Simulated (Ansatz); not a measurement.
**AlCl2FH2O: density, localisation and related maps**

```xyz
7

Al    0.3898   -0.6960    0.2097
O    -0.4416    0.9698   -0.2786
Cl   -0.1839   -2.0364   -1.4277
Cl   -0.4682   -1.1417    2.1774
H     0.1427    1.7389   -0.4075
F     1.9462    0.0176    0.1570
H    -1.3850    1.1476   -0.4302
```

Theory: Ansatz 0.2.0, RKS B3LYP-D4/6-31G.

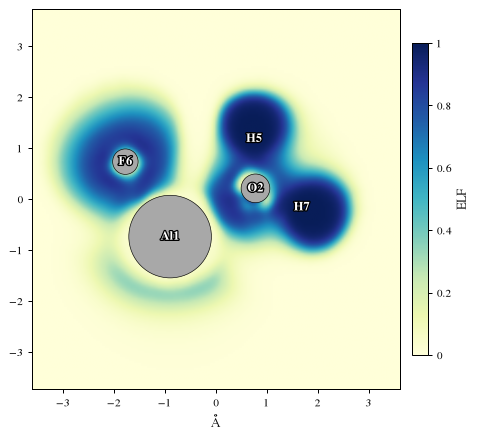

Figure 1. ELF on the plane of atoms O2, Al1 and F6. Grey discs cover the atomic cores.

### What do the fields say about this system?

The section cuts through Al, O, H and F sites. Al–F (1.71 Å): the ELF peaks at about 0.85 in the valence shell of F, 0.6 Å from its nucleus, and is about 0.25 at the midpoint. Al–O (1.92 Å): the ELF peaks at about 0.90 in the valence shell of O, 0.6 Å from its nucleus, and is about 0.35 at the midpoint. O–H (0.97 Å): the ELF climbs to about 1 towards the hydrogen, as it does in any bond to H: a covalent bond by its length. The ELF also peaks beside F6, away from the bonds: lone-pair regions.

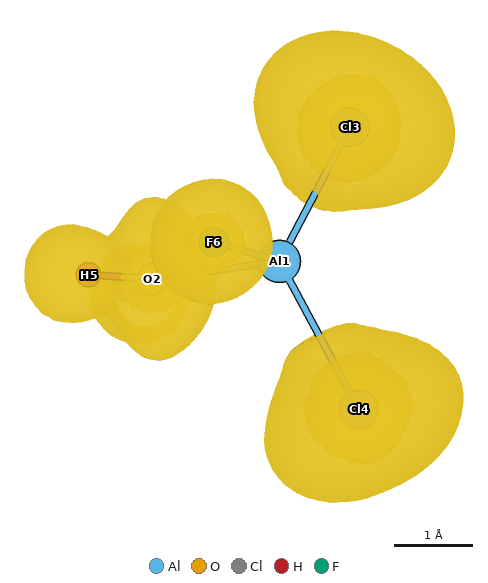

Figure 2. Isosurface of the ELF at 0.75 (yellow), seen at a tilt. Core shells and regions of very low density are left out.

### Describe the localisation domains.

The ELF exceeds this value in two regions on Cl in which the atom's valence shell and bonds are merged, one region wrapped around F (its valence shell) and one joined region spread over several atoms (H, O), in which their bonds and any lone pairs are merged.

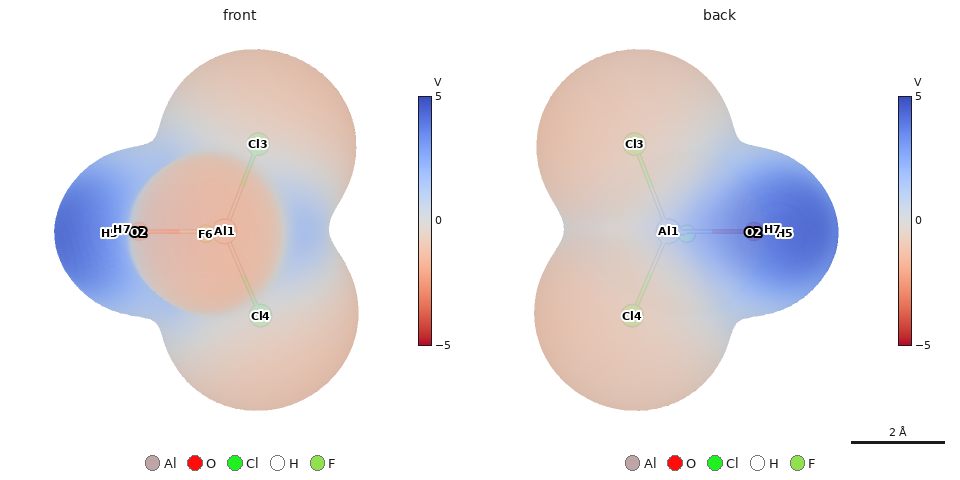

Figure 3. The molecular electrostatic potential painted on the density surface at 0.001 e/bohr³, seen from the front and from behind; red is negative and blue positive.

### Describe the electrostatic potential map.

The most negative region (about −1.5 V, or −35 kcal/mol for a unit charge) lies over F6, the most positive (about +4.2 V, or +97 kcal/mol for a unit charge) over H7.

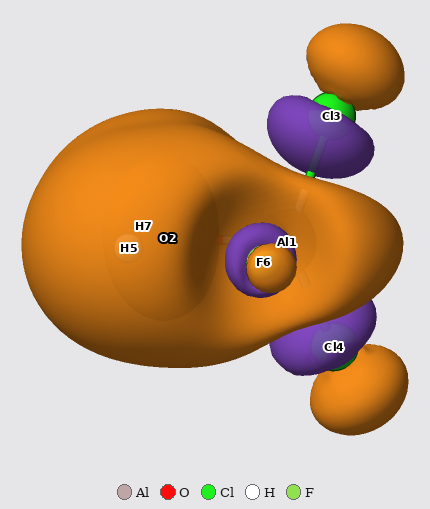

Figure 4. One frontier orbital at ±0.06 Å⁻³ᐟ² (orange and purple are the two phases), seen at a tilt.

### Which orbital is it: HOMO or LUMO?

The LUMO, at −1.57 eV. Its weight (Hirshfeld) is mainly on Al1 (about 20 %), H7 (about 20 %), O2 (about 20 %), H5 (about 20 %), Cl4 (about 10 %) and Cl3 (about 10 %).
